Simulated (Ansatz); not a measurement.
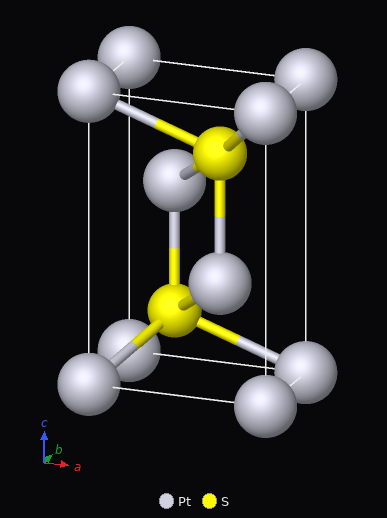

Drawn in the ball-and-stick manner and seen slightly off an axis. Thin lines show the conventional unit cell, with boundary atoms drawn in all their periodic places.

Lattice: a = 4.192 Å, b = 4.192 Å, c = 5.385 Å, α = 90.00°, β = 90.00°, γ = 120.00°.

What is the formula unit?

Answer. Pt₃S₂. The cell holds 3 Pt, 2 S, counting shared atoms by their share.

State the space group and its number.

Answer. P-3m1 (No. 164), with Pt on 1a, Pt on 2d and S on 2d.

Starting structure: a textbook structure type filled with these elements (whether it is the usual form wasn't checked). The picture shows the end point of a geometry optimisation with DFT PBE, scalar-relativistic, plane waves, PAW (Ansatz 0.2.0).
